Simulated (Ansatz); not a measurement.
**C2H4Si (ethynylsilane): CCSDT/STO-3G (density fitting with def2-universal-jkfit, cc-pVTZ-rifit for correlation)**

What is the energy difference between two shapes of C2H4Si (ethynylsilane) at CCSDT/STO-3G (density fitting with def2-universal-jkfit, cc-pVTZ-rifit for correlation)? 

The results are computed with Ansatz 0.2.0.

3 further runs of the same task are left out: 3 set aside as unsound or not needed.

**1. The system as given**

The species is C2H4Si (7 atoms), meant as a singlet with charge 0. As SMILES, `C#C[SiH3]`. Geometry: relaxed at PBE0-D4/def2-TZVP.

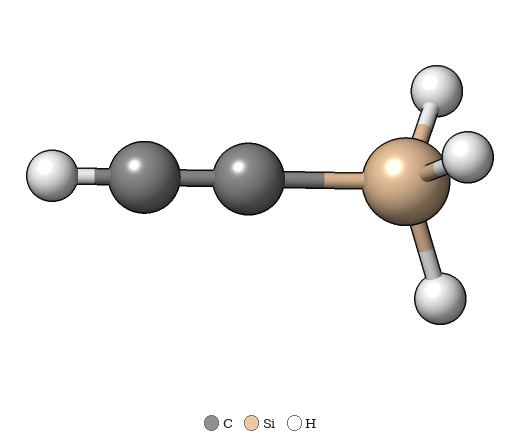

Viewed from a chosen angle; carbon grey, silicon light orange, hydrogen white.

**2. Energy and gradient at CCSDT/STO-3G (density fitting with def2-universal-jkfit, cc-pVTZ-rifit for correlation)**

run.yaml reads:

```yaml
crystal:
  periodic: [false, false, false]
  atoms:
    - {symbol: C, position_ang: [-0.580700, -1.871400, 0.172200]}
    - {symbol: C, position_ang: [-0.218500, -0.726500, 0.062400]}
    - {symbol: Si, position_ang: [0.329800, 1.004300, -0.103800]}
    - {symbol: H, position_ang: [-0.901000, -2.883500, 0.269300]}
    - {symbol: H, position_ang: [-0.094500, 1.528300, -1.425000]}
    - {symbol: H, position_ang: [-0.281700, 1.818100, 0.974900]}
    - {symbol: H, position_ang: [1.807900, 1.062900, 0.004400]}
basis:
  gaussian:
    orbitals: STO-3G
    fitting: {mean_field: def2-universal-jkfit, correlation: cc-pVTZ-rifit}
output: {forces: true, orbitals: {seedname: orbitals}}
correlation: {method: ccsdt}
accuracy: high
hamiltonian: {pseudopotentials: {relativity: none}}
```

Started as:

```sh
ansatz run run.yaml --threads 1 --pin off --max-ram 2610MiB --events-out events.jsonl --progress --plain --runs-dir runs
```

Standard output:

```text
Warning: RAYON_NUM_THREADS=1 ignored (pool sized by the plan → 1); use --threads N
Functional definition: HF
  name "HF"
  exchange = exact_x
  correlation = 0
350 factors; integrals over basis functions are off by at most 7.5e-3 eV
404 factors; integrals over basis functions are off by at most 1.2e-1 eV
mean field evaluation 1: about -9867.6751 eV, gradient 1.3e1 eV
mean field evaluation 2: about -9868.3173 eV, gradient 2.9e0 eV
mean field evaluation 4: about -9868.3525 eV, gradient 5.2e-1 eV
mean field evaluation 8: about -9867.6753 eV, gradient 1.3e1 eV
mean field -9868.35324489 eV, -362.6552927396 hartree, gradient 1.1e-8 eV, S^2 0.000000; 0 other end points of the search recorded, 0 dependent functions left out; unrestricted orbitals would lower it
mean field evaluation 16: about -9868.3568 eV, gradient 1.6e-1 eV
7 core orbitals not correlated: weight in the atoms' cores, before any rotation towards them, 1.000 or more for the frozen orbitals, at most 0.000 for the correlated occupied ones
reference -9868.35324489 eV, -362.6552927396 hartree; 8, 8 occupied and 8, 8 virtual orbitals, 404 factors
second order -5.19212580 eV of doubles, -0.00000000 eV of singles
cycle   1  -5.56922527 eV  change   -3.8e-1 eV  update   7.5e-2
cycle   2  -6.01947458 eV  change   -4.5e-1 eV  update   3.4e-2
cycle   3  -6.07550781 eV  change   -5.6e-2 eV  update   1.2e-2
cycle   4  -6.09869016 eV  change   -2.3e-2 eV  update   5.4e-3
cycle   5  -6.10610852 eV  change   -7.4e-3 eV  update   1.6e-3
cycle   6  -6.10643431 eV  change   -3.3e-4 eV  update   4.1e-4
cycle   7  -6.10614881 eV  change    2.9e-4 eV  update   1.3e-4
cycle   8  -6.10612280 eV  change    2.6e-5 eV  update   4.3e-5
cycle   9  -6.10615049 eV  change   -2.8e-5 eV  update   1.2e-5
cycle  10  -6.10614823 eV  change    2.3e-6 eV  update   3.9e-6
cycle  11  -6.10614859 eV  change   -3.6e-7 eV  update   1.5e-6
cycle  12  -6.10614895 eV  change   -3.6e-7 eV  update   4.6e-7
cycle  13  -6.10614910 eV  change   -1.5e-7 eV  update   1.8e-7
cycle  14  -6.10614934 eV  change   -2.4e-7 eV  update   7.5e-8
cycle  15  -6.10614936 eV  change   -1.6e-8 eV  update   3.2e-8
cycle  16  -6.10614940 eV  change   -4.4e-8 eV  update   2.2e-8
cycle  17  -6.10614739 eV  change    2.0e-6 eV  update   2.4e-7
cycle  18  -6.10614711 eV  change    2.9e-7 eV  update   9.1e-8
cycle  19  -6.10614690 eV  change    2.0e-7 eV  update   3.5e-8
cycle  20  -6.10614686 eV  change    4.6e-8 eV  update   1.3e-8
cycle  21  -6.10614684 eV  change    1.2e-8 eV  update   5.3e-9
cycle  22  -6.10614684 eV  change    7.5e-9 eV  update   2.3e-9
cycle  23  -6.10614683 eV  change    3.3e-9 eV  update   1.0e-9
cycle  24  -6.10614683 eV  change    1.6e-9 eV  update  4.2e-10
the calculation of the forces begins
Total energy: -9874.45939172 eV, -362.8796894968 hartree
Atom 0 at    -0.580700    -1.871400     0.172200 Å, force    -0.116540    -0.366834     0.035322 eV/Å
Atom 1 at    -0.218500    -0.726500     0.062400 Å, force     0.334991     1.055901    -0.101397 eV/Å
Atom 2 at     0.329800     1.004300    -0.103800 Å, force     0.330738     1.047205    -0.103177 eV/Å
Atom 3 at    -0.901000    -2.883500     0.269300 Å, force    -0.315924    -0.998299     0.095760 eV/Å
Atom 4 at    -0.094500     1.528300    -1.425000 Å, force     0.241239    -0.279184     0.736337 eV/Å
Atom 5 at    -0.281700     1.818100     0.974900 Å, force     0.344674    -0.439511    -0.601398 eV/Å
Atom 6 at     1.807900     1.062900     0.004400 Å, force    -0.819178    -0.019279    -0.061446 eV/Å
Dipole moment:     0.027967     0.088112    -0.008440 e Å
```

Run time: 1 s. Hardware: 1 thread of Arm Neoverse V2, shared host.

**3. The distorted shape**

run.yaml reads:

```yaml
crystal:
  periodic: [false, false, false]
  atoms:
    - {symbol: C, position_ang: [-0.539462, -1.877547, 0.132104]}
    - {symbol: C, position_ang: [-0.231166, -0.721714, 0.072320]}
    - {symbol: Si, position_ang: [0.334656, 0.956312, -0.074567]}
    - {symbol: H, position_ang: [-0.875480, -2.879912, 0.296456]}
    - {symbol: H, position_ang: [-0.144517, 1.531731, -1.464626]}
    - {symbol: H, position_ang: [-0.273526, 1.840049, 0.944432]}
    - {symbol: H, position_ang: [1.814046, 1.088795, 0.011931]}
basis:
  gaussian:
    orbitals: STO-3G
    fitting: {mean_field: def2-universal-jkfit, correlation: cc-pVTZ-rifit}
output: {forces: true, orbitals: {seedname: orbitals}}
correlation: {method: ccsdt}
accuracy: high
hamiltonian: {pseudopotentials: {relativity: none}}
```

Started as:

```sh
ansatz run run.yaml --threads 1 --pin off --max-ram 2610MiB --events-out events.jsonl --progress --plain --runs-dir runs
```

Standard output:

```text
Warning: RAYON_NUM_THREADS=1 ignored (pool sized by the plan → 1); use --threads N
[... 4 set-up lines as earlier in the session ...]
350 factors; integrals over basis functions are off by at most 7.5e-3 eV
404 factors; integrals over basis functions are off by at most 1.2e-1 eV
mean field evaluation 1: about -9867.3777 eV, gradient 1.3e1 eV
mean field evaluation 2: about -9868.0235 eV, gradient 3.0e0 eV
mean field evaluation 4: about -9868.0600 eV, gradient 4.9e-1 eV
mean field evaluation 8: about -9867.3779 eV, gradient 1.3e1 eV
mean field -9868.06064577 eV, -362.6445399204 hartree, gradient 6.3e-9 eV, S^2 0.000000; 0 other end points of the search recorded, 0 dependent functions left out; unrestricted orbitals would lower it
mean field evaluation 16: about -9868.0547 eV, gradient 2.1e-1 eV
7 core orbitals not correlated: weight in the atoms' cores, before any rotation towards them, 1.000 or more for the frozen orbitals, at most 0.000 for the correlated occupied ones
reference -9868.06064577 eV, -362.6445399204 hartree; 8, 8 occupied and 8, 8 virtual orbitals, 404 factors
second order -5.18177884 eV of doubles, -0.00000000 eV of singles
cycle   1  -5.58741168 eV  change   -4.1e-1 eV  update   7.6e-2
cycle   2  -6.05058719 eV  change   -4.6e-1 eV  update   3.4e-2
cycle   3  -6.10289855 eV  change   -5.2e-2 eV  update   1.2e-2
cycle   4  -6.12470707 eV  change   -2.2e-2 eV  update   5.3e-3
cycle   5  -6.13186472 eV  change   -7.2e-3 eV  update   1.6e-3
cycle   6  -6.13232980 eV  change   -4.7e-4 eV  update   4.3e-4
cycle   7  -6.13203086 eV  change    3.0e-4 eV  update   1.3e-4
cycle   8  -6.13200552 eV  change    2.5e-5 eV  update   4.6e-5
cycle   9  -6.13203544 eV  change   -3.0e-5 eV  update   1.3e-5
cycle  10  -6.13202937 eV  change    6.1e-6 eV  update   4.6e-6
cycle  11  -6.13202975 eV  change   -3.7e-7 eV  update   2.0e-6
cycle  12  -6.13202998 eV  change   -2.3e-7 eV  update   6.4e-7
cycle  13  -6.13203021 eV  change   -2.3e-7 eV  update   2.5e-7
cycle  14  -6.13203044 eV  change   -2.3e-7 eV  update   1.1e-7
cycle  15  -6.13203056 eV  change   -1.1e-7 eV  update   3.6e-8
cycle  16  -6.13203058 eV  change   -2.2e-8 eV  update   2.5e-8
cycle  17  -6.13202965 eV  change    9.3e-7 eV  update   1.3e-7
cycle  18  -6.13202950 eV  change    1.5e-7 eV  update   4.4e-8
cycle  19  -6.13202940 eV  change    1.0e-7 eV  update   1.8e-8
cycle  20  -6.13202937 eV  change    3.2e-8 eV  update   6.2e-9
cycle  21  -6.13202937 eV  change   4.4e-10 eV  update   2.5e-9
cycle  22  -6.13202937 eV  change    1.7e-9 eV  update   1.2e-9
the calculation of the forces begins
Total energy: -9874.19267514 eV, -362.8698878432 hartree
Atom 0 at    -0.539462    -1.877547     0.132104 Å, force    -0.634401    -1.547666     0.368070 eV/Å
Atom 1 at    -0.231166    -0.721714     0.072320 Å, force     0.504955     0.861814    -0.037821 eV/Å
Atom 2 at     0.334656     0.956312    -0.074567 Å, force     0.066768     3.507730    -2.081060 eV/Å
Atom 3 at    -0.875480    -2.879912     0.296456 Å, force    -0.199282    -0.888502    -0.066223 eV/Å
Atom 4 at    -0.144517     1.531731    -1.464626 Å, force     0.864642    -1.013559     2.184273 eV/Å
Atom 5 at    -0.273526     1.840049     0.944432 Å, force     0.295902    -0.617765    -0.335865 eV/Å
Atom 6 at     1.814046     1.088795     0.011931 Å, force    -0.898585    -0.302051    -0.031372 eV/Å
Dipole moment:     0.035723     0.011787     0.028419 e Å
```

Run time: 0.94 s. Hardware: 1 thread of Arm Neoverse V2, shared host.

**4. Summary of results**

At CCSDT/STO-3G (density fitting with def2-universal-jkfit, cc-pVTZ-rifit for correlation), 7 core orbitals frozen:

| quantity | value |
| --- | --- |
| first shape: total energy | -362.87969 Eh |
| first shape: dipole moment (correlated density) | 0.45 D |
| first shape: HOMO energy (Hartree–Fock orbitals) | -8.77 eV |
| first shape: LUMO energy (Hartree–Fock orbitals) | 10.28 eV |
| first shape: HOMO–LUMO gap (Hartree–Fock orbitals) | 19.05 eV |
| first shape: correlation energy (7 core orbitals frozen) | -224.4 mEh |
| first shape: T1 diagnostic | 0.003 |
| first shape: largest force on an atom | 1.112 eV/Å |
| distorted shape: total energy | -362.86989 Eh |
| distorted shape: dipole moment (correlated density) | 0.23 D |
| distorted shape: HOMO energy (Hartree–Fock orbitals) | -8.91 eV |
| distorted shape: LUMO energy (Hartree–Fock orbitals) | 9.79 eV |
| distorted shape: HOMO–LUMO gap (Hartree–Fock orbitals) | 18.71 eV |
| distorted shape: correlation energy (7 core orbitals frozen) | -225.3 mEh |
| distorted shape: T1 diagnostic | 0.003 |
| distorted shape: largest force on an atom | 4.079 eV/Å |
| energy change with the atoms displaced | 0.267 eV |

In words: With the atoms displaced the energy rises by 0.27 eV (25.7 kJ/mol). The first shape isn't relaxed at this level, so the change isn't measured from a minimum. The minimal basis adds a large error of its own. The largest force (first shape) is 1.11 eV/Å: the shape isn't a stationary point for this species at this level. The restricted solution (first shape) is unstable to spin breaking: an unrestricted one lies lower. The restricted solution (distorted shape) is unstable to spin breaking: an unrestricted one lies lower.
